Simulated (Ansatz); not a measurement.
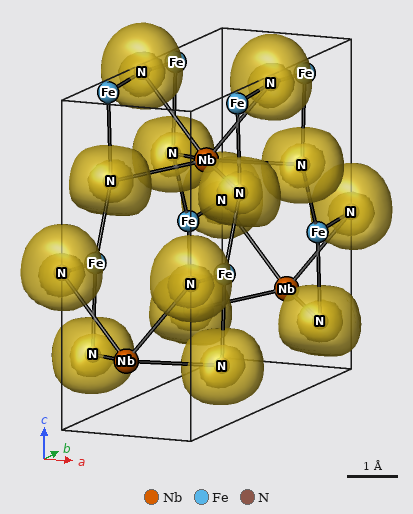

*NbFe2N3. Isosurface of the ELF at 0.7 (yellow), seen slightly off an axis. Only the valence region is drawn (cores and ρ < 0.01 e/Å³ removed). Sticks mark near contacts.*

Space group Amm2; a structure generated by program, which may or may not match a known phase; changed on purpose from its base cell (the structure that the rattled cell fell into); spin-polarised.

Computed with DFT PBE, scalar-relativistic, plane waves, PAW (Ansatz 0.2.0).

```xyz
12
Lattice="2.8725 0.0000 0.0000 0.0000 8.1572 0.0000 0.0000 0.0000 6.8558" Properties=species:S:1:pos:R:3 pbc="T T T"
Nb    1.4362    0.0000    1.5511
Nb    1.4362    4.0786    4.9791
Fe    0.0000    6.4416    3.1590
Fe    0.0000    2.3630    6.5869
Fe    0.0000    1.7156    3.1590
Fe    0.0000    5.7942    6.5869
N     0.0000    0.0000    3.2700
N     0.0000    4.0786    6.6979
N     0.0000    1.5787    1.2827
N     0.0000    5.6573    4.7106
N     0.0000    6.5785    1.2827
N     0.0000    2.4999    4.7106
```

What do the ELF domains correspond to?

The surface consists of six regions wrapped around N (the valence shell of each), counted in one cell of 12 atoms. Regions shared between cells count once. Profiles from the grid: Fe–N (1.72 Å): the ELF peaks at about 0.80 in the valence shell of N, 0.5 Å from its nucleus, and is about 0.30 at the midpoint. Nb–N (2.15 Å): the ELF peaks at about 0.80 in the valence shell of N, 0.6 Å from its nucleus, and drops to about 0.25 between the two atoms: no shared electron pair shows on this line.
